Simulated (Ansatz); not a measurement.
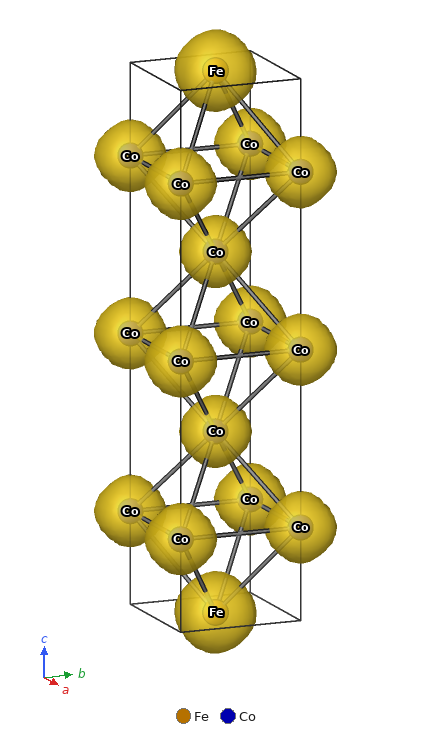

*FeCo5. Isosurfaces of the spin density at +0.3 (yellow) and −0.3 e/Å³ (cyan), seen slightly off an axis. Sticks mark near contacts.*

Space group P4/mmm; a structure generated by program, which may or may not match a known phase; changed on purpose from its base cell (volume × 0.94, shape and atoms relaxed); computed pressure about 14 GPa in this cell; spin-polarised.

Level of theory: Ansatz, DFT PBE, scalar-relativistic, plane waves, PAW.

Q: Which atoms carry the moments, and with what signs?

A: The spin density sits on Fe: +2.4 μB; Co: +1.7 μB (×5) in one cell of 6 atoms: parallel moments (a ferromagnetic arrangement) in this solution. The cell of the calculation (6 atoms) carries 10.4 μB of net spin moment. Only one sign reaches the isovalue.
